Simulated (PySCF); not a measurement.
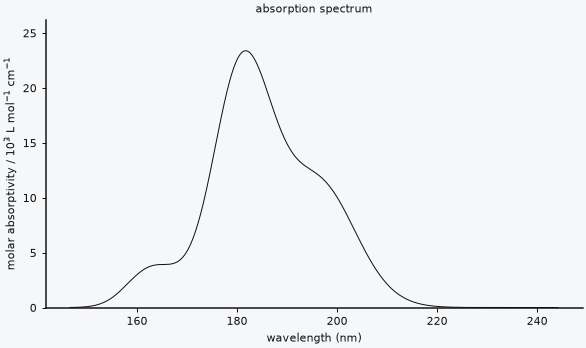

Computed absorption of C₈H₁₈Cl₂Sn, SMILES CCC[CH2][Sn]([Cl])([Cl])[CH2]CCC, singlet. Vertical TDDFT excitations, CAM-B3LYP/def2-SVPD, PySCF, at a PBE0-D3(BJ)/def2-SVP geometry (no frequency check), gas phase. The lowest 10 singlet states are shown; each is broadened by a Gaussian of 1/e half-width 0.30 eV.

Where is the lowest singlet, and is it bright?

S1 lies at 6.28 eV (198 nm) with f = 0.184, mainly HOMO → LUMO (64 %); it is bright.

List the transitions behind the spectrum.

```tsv
state	E (eV)	λ (nm)	f	main character
S1	6.28	198	0.184	HOMO → LUMO (64 %)
S2	6.57	189	0.031	HOMO−2 → LUMO (75 %)
S3	6.59	188	0.002	HOMO−3 → LUMO (58 %)
S4	6.72	184	0.084	HOMO−1 → LUMO (68 %)
S5	6.86	181	0.316	HOMO → LUMO+1 (62 %)
S6	7.02	177	0.033	HOMO → LUMO+2 (70 %)
S7	7.21	172	0.009	HOMO−4 → LUMO (62 %)
S8	7.47	166	0.035	HOMO−2 → LUMO+2 (40 %)
S9	7.68	161	0.041	HOMO−1 → LUMO+1 (66 %)
S10	7.96	156	0.002	HOMO−3 → LUMO+2 (41 %)
```

Known limits of this run: effective core potentials, which hold scalar relativity, on atoms heavier than Kr; spin-orbit coupling is left out, and with Sn it can shift these levels and split any degenerate set; one conformer of a flexible molecule; core orbitals are frozen in the response.
